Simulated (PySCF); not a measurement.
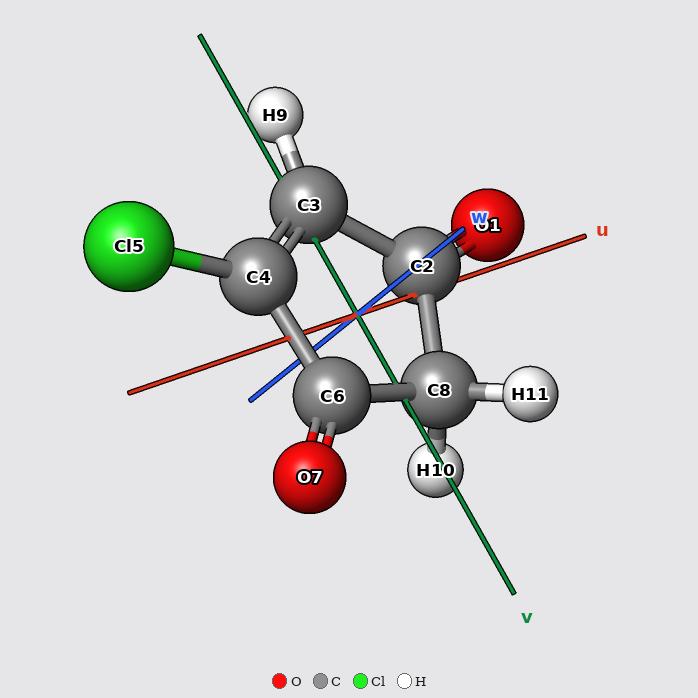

The lines u, v and w are the principal axes of the static dipole polarisability. The geometry was computed by an optimisation with GFN2-xTB. No frequency run is at hand to confirm it as a minimum. Method: CAM-B3LYP/def2-SVPD (PySCF 2.14.0).

Along which axis is the molecule most polarisable, and along which least?

Most along u (nearly parallel to the O1–C2 bond), least along w.

Give the three principal values.

u 107.7, v 76.1, w 47.5 bohr³; mean 77.1, anisotropy 52.2 bohr³.
